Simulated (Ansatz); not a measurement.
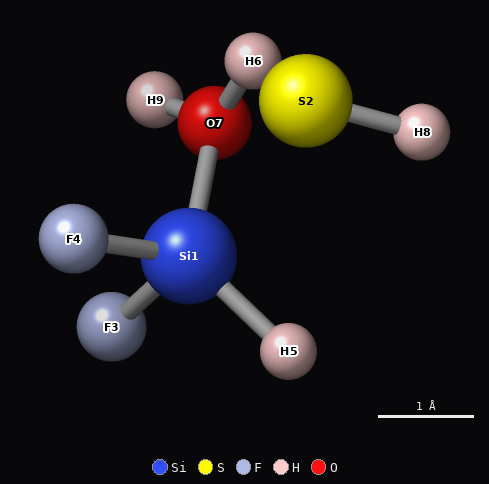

Figure 1. The structure as given in the input (ball-and-stick view, seen at a tilt; atoms are numbered from 1 in the order of the input). Bond lengths as drawn: F–Si 1.59 to 1.62 Å, H–O 0.97 to 1.11 Å, H–S 1.34 Å, H–Si 1.47 Å and O–Si 1.78 Å.

## SiH4SOF2: single-point calculation

System: SiH4SOF2.
Method: RKS PBE0-D4/def2-TZVPP (Ansatz 0.2.0).

The geometry is a transition state. The reaction was set up to form Si1–O7 and S2–H6 and to break Si1–S2 and H6–O7 (atoms counted from 1 in the order of the input); sticks are drawn by distance alone. The geometry comes from this level: PBE0-D4/def2-TZVP.

What the program printed:
```
Functional definition: PBE0
  name "PBE0"
  cite "Adamo & Barone, J. Chem. Phys. 110, 6158 (1999) doi:10.1063/1.478522"
  cite "Perdew, Burke & Ernzerhof, Phys. Rev. Lett. 77, 3865 (1996) doi:10.1103/PhysRevLett.77.3865"
  parent pbe
  parameter a = 0.25
  parameter kappa = 0.804
  parameter beta = 0.06672455060314922
  exchange = (1 - a)*pbe_x(kappa = kappa, mu = beta*pi^2/3) + a*exact_x
  correlation = pbe_c(beta = beta)
1305 factors; their error is unknown
mean field evaluation 1: about -26247.2419 eV, gradient 6.0e1 eV
mean field evaluation 2: about -26242.1602 eV, gradient 8.5e1 eV
mean field evaluation 4: about -26252.3523 eV, gradient 2.4e0 eV
mean field evaluation 8: about -26252.3637 eV, gradient 4.5e-2 eV
mean field evaluation 16: about -26252.4142 eV, gradient 6.4e-5 eV
mean field -26252.41416757 eV, -964.7584261327 hartree, gradient 6.4e-5 eV, S^2 0.000000; 0 other end points of the search recorded, 0 dependent functions left out
reference -26252.41419396 eV, -964.7584271025 hartree; 30, 30 occupied and 203, 203 virtual orbitals, 1305 factors
Total energy: -26252.57952534 eV, -964.7645029186 hartree
```

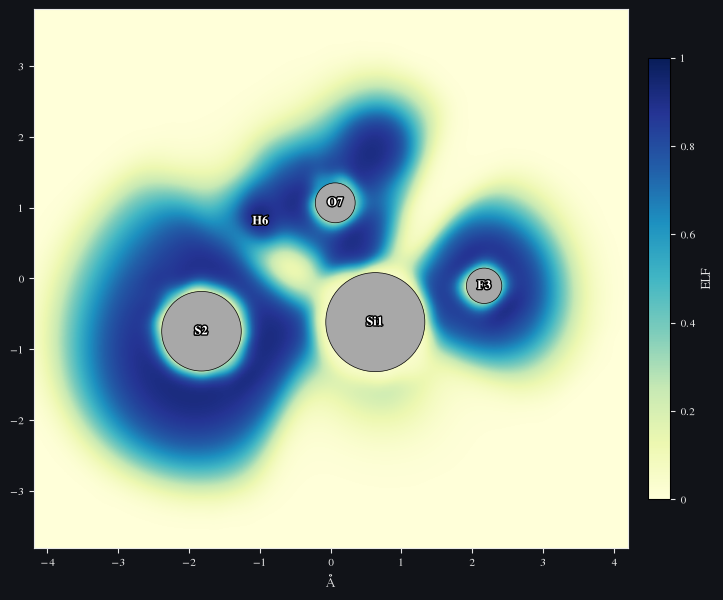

Figure 2. Electron localisation function on the plane of atoms F3, Si1 and O7. Grey discs, where drawn, cover atomic cores. The section cuts through Si, S, F, H and O sites. Si1···S2 (2.46 Å): the ELF peaks at about 0.90 between the atoms. Si–F (1.62 Å): the ELF peaks at about 0.85 between the atoms.

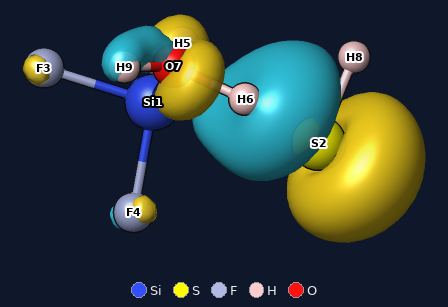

Figure 3. One frontier orbital at ±0.15 Å⁻³ᐟ² (yellow and cyan are the two phases), seen from the side. The HOMO−1, at −8.05 eV.

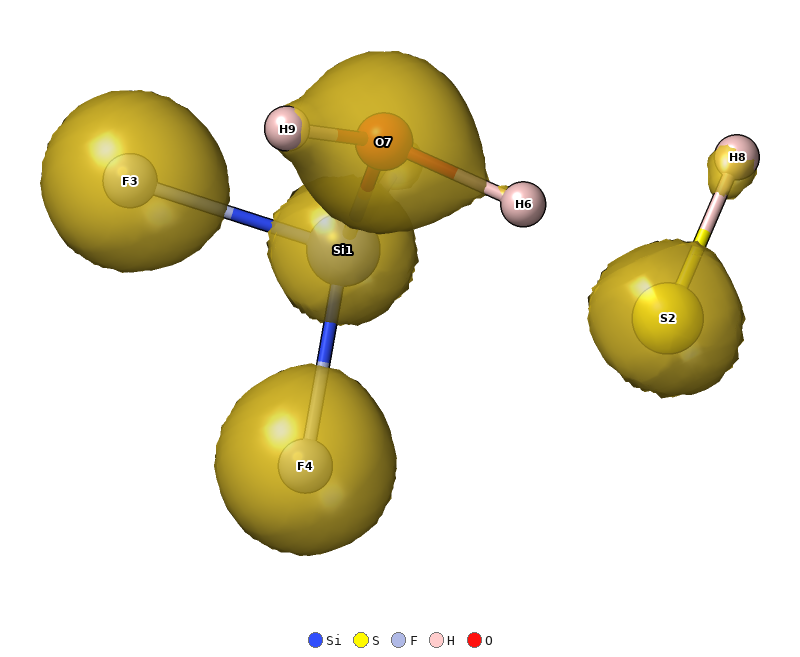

Figure 4. Isosurface of the total electron density at 1.5 e/Å³ (yellow), seen from the side. At this value the surface falls into eight separate pieces. It is pinched off along the Si···S (2.46 Å), Si–F (1.59 Å) and Si–O (1.78 Å) contacts. On the grid the lowest density along these lines, outside the cores, is 0.4 e/Å³ (Si···S, 2.46 Å), 1 e/Å³ (Si–F, 1.59 Å), 0.71 e/Å³ (Si–O, 1.78 Å) and 2.4 e/Å³ (O–H, 0.97 Å).

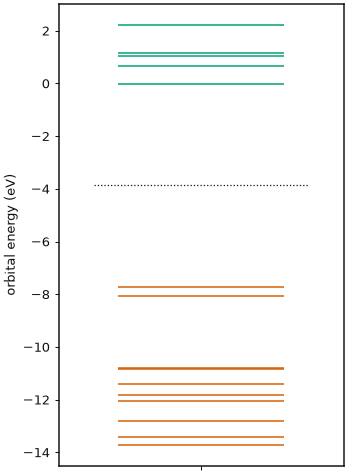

Figure 5. Orbital energies near the frontier; the dotted line parts filled from empty levels, and levels within 0.02 eV of each other stand side by side. Highest filled −7.72 eV, lowest empty −0.01 eV, 7.71 eV apart.

The run was set up as follows.

Input file:
```yaml
crystal:
  periodic: [false, false, false]
  atoms:
    - {symbol: Si, position_ang: [-0.135578, 0.797338, -0.058526]}
    - {symbol: S, position_ang: [1.384941, -0.754758, 1.094522]}
    - {symbol: F, position_ang: [-1.238070, 1.458061, -1.045033]}
    - {symbol: F, position_ang: [1.157614, 1.467892, -0.697439]}
    - {symbol: H, position_ang: [-0.688952, 1.244006, 1.225022]}
    - {symbol: H, position_ang: [0.343869, -1.318743, -0.211581]}
    - {symbol: O, position_ang: [-0.511584, -0.813208, -0.712539]}
    - {symbol: H, position_ang: [0.502113, -1.146414, 2.028273]}
    - {symbol: H, position_ang: [-0.814153, -0.934274, -1.622599]}
basis:
  gaussian: {orbitals: def2-TZVPP}
hamiltonian: {xc: pbe0, dispersion: d4}
output: {orbitals: {seedname: orbitals}}
```

Command:
```bash
ansatz run in.yaml --threads 4 --pin off --events-out ev --progress --plain --max-ram 9574MiB
```

Results in brief:

```csv
quantity,value
outcome,converged
total energy,−26252.5795 eV
mean-field energy,−26252.4142 eV
dispersion energy,−0.1653 eV
SCF solution under orbital rotations,stable
HOMO,−7.72 eV
LUMO,−0.01 eV
hardware,"4 threads of Arm Neoverse V1, 23 GiB of memory available, shared host"
wall time,2.9 s (CPU time 11 s)
peak memory,0.58 GiB
```
